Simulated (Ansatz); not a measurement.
Ga4SbP3

Input file:

```
crystal:
  lattice:
    - [3.963441713, 0.0, 0.0]
    - [-1.9817208565, 3.4324412099, 0.0]
    - [0.0, 0.0, 13.0915315565]
  atoms:
    - { symbol: P, position: [0.6666666667, 0.3333333333, -0.0109668175] }
    - { symbol: P, position: [0.6666666667, 0.3333333333, 0.5109243204] }
    - { symbol: P, position: [0.3333333333, 0.6666666667, 0.7499524876] }
    - { symbol: Sb, position: [0.3333333333, 0.6666666667, 0.2476266316] }
    - { symbol: Ga, position: [0.6666666667, 0.3333333333, 0.8071300841] }
    - { symbol: Ga, position: [0.6666666667, 0.3333333333, 0.3314492791] }
    - { symbol: Ga, position: [0.3333333333, 0.6666666667, 0.5684105928] }
    - { symbol: Ga, position: [0.3333333333, 0.6666666667, 0.045473422] }
kpoints:
  mp_grid: { grid: [12, 12, 2] }
  band_path:
    path:
      - [0.0, 0.0, 0.0]
      - [0.5, 0.0, 0.0]
      - [0.3333333333, 0.3333333333, 0.0]
      - [0.0, 0.0, 0.5]
      - [0.5, 0.0, 0.5]
      - [0.3333333333, 0.3333333333, 0.5]
      - [0.05, 0.0, 0.5]
    npoints: 1
hamiltonian:
  xc: pbe
scf:
  occupations: { method: fermi_dirac, width: 0.02 }
  n_extra_bands: 12
magnetization:
  noncollinear: true
  spin_orbit: true
output:
  forces: true
  stress: true
  eigenvalues: true
  write_density: true
  write_potential: true
  elf: true
  volumetric_format: npy
```

Run with:

```sh
ansatz run input.yaml --threads 4 --pin off --max-ram 6451MiB --backend cpu --events-out ev --progress --plain --runs-dir out
```

Below, planes, directions and counts refer to the conventional cell (a = 3.96 Å, b = 3.96 Å, c = 13.09 Å, α = 90.00°, β = 90.00°, γ = 120.00°).

Space group P3m1; started from the ordered alloy on wurtzite lattice prototype, which need not be the ambient phase; computed pressure about 2 GPa in this cell.

The calculation used DFT, PBE with spin-orbit coupling, plane waves, PAW in Ansatz 0.2.0.

The density is the valence pseudo-density of a PAW calculation; it isn't the true density close to the nuclei.

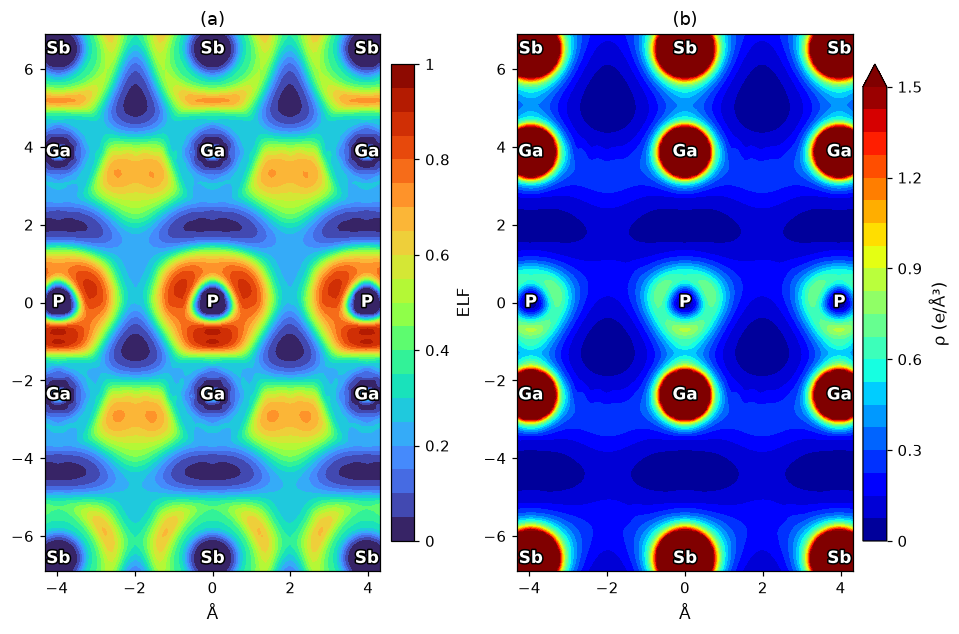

Figure 1. (a) electron localisation function; (b) valence electron density on the (100) plane of the conventional cell.

### Read the bonding off the picture.

The section cuts through P, Sb and Ga sites. Ga–Sb (2.65 Å): ρ at the midpoint is about 0.42 e/Å³; the ELF peaks at about 0.70 between the atoms. Between the atoms the lowest density in this plane is 0.01 e/Å³.

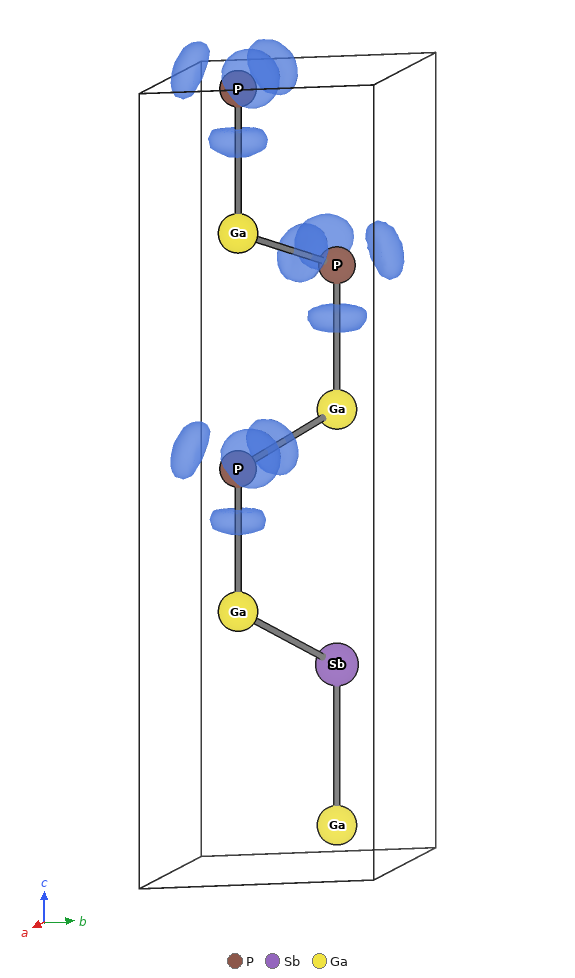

Figure 2. Isosurface of the electron localisation function at 0.85 (blue), seen slightly off an axis. Core shells and regions of very low density are left out. Sticks mark near contacts.

### What do the ELF domains correspond to?

The surface consists of twelve lobes of the valence shell of P pointing towards Ga (polar bonds), counted in one cell of 8 atoms. Regions shared between cells count once. Along the contacts the grid gives the following. Ga–P (2.35 Å): the ELF peaks at about 0.90 in the valence shell of P, 0.7 Å from its nucleus, and is about 0.75 at the midpoint. Ga–Sb (2.54 Å): the ELF peaks at about 0.70 between the atoms.
